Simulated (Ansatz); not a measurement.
## Pressure series in ZnSe

The parent structure is ZnSe in the zinc blende structure (space group F-43m, No. 216).

```yaml
crystal:
  lattice:
    - [0.00000, 2.81667, 2.81667]
    - [2.81667, 0.00000, 2.81667]
    - [2.81667, 2.81667, 0.00000]
  atoms:
    - { symbol: Zn, position: [0.00000, 0.00000, 0.00000] }
    - { symbol: Se, position: [0.25000, 0.25000, 0.25000] }
```

Cell and atoms are relaxed at each pressure.

The values are results of Ansatz (a first-principles code) PBEsol, spin-orbit coupling left out, not measurements.

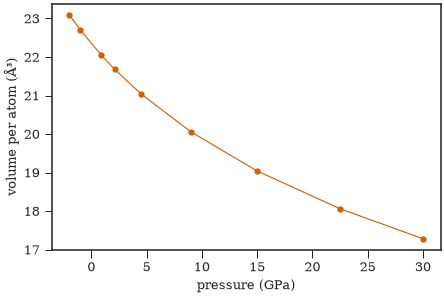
Figure: Volume against pressure

Question: Estimate the zero-pressure bulk modulus from the plot.

Answer: About 65 GPa; a third-order Birch–Murnaghan fit to the points gives V₀ = 22.35 Å³/atom, B₀ = 65 GPa and B₀′ = 4.5.

Measured bulk modulus of ZnSe: 62.4 GPa (temperature not stated; as listed in Cormac Toher et al., Physical Review Materials (2017)); the computed value is for a static lattice, so the two differ by thermal effects too.

Between the base and pressure 4.5 GPa the gap moves from 1.24 eV to 1.48 eV, a mean slope of 54 meV/GPa.

Load acts through the strain it causes; cell and atoms are relaxed under it. Whether these cells are dynamically stable was not tested. Measured, ZnSe leaves this structure (for rock salt) near 13 GPa (temperature not stated; as listed in M. Köfferlein et al., Hyperfine Interactions (1994)).
